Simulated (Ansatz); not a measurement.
The starting structures come from a database of crystals and need not be the phases stable at ambient conditions.

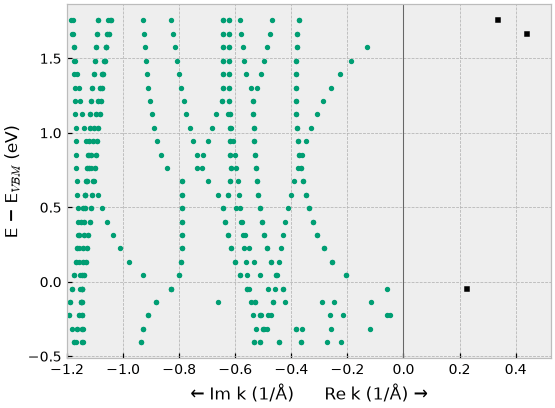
Figure. Complex bands at the centre of the two-dimensional zone; r2SCAN (Ansatz, a program for electronic structure)

No gap correction and no spin-orbit coupling; mid-gap values are interpolated between computed energies.

Question: This is Cs2HgPdCl6 (I4/mmm, not sure to be the ambient phase, 10 atoms a cell, 32.4 Å³ an atom) along the normal of (101). Read off the slowest decay at the centre of the two-dimensional zone at 0.77 eV, the computed energy nearest the middle of the gap.

Answer: κ ≈ 0.37 1/Å, a decay length 1/(2κ) of the density of 1.4 Å.
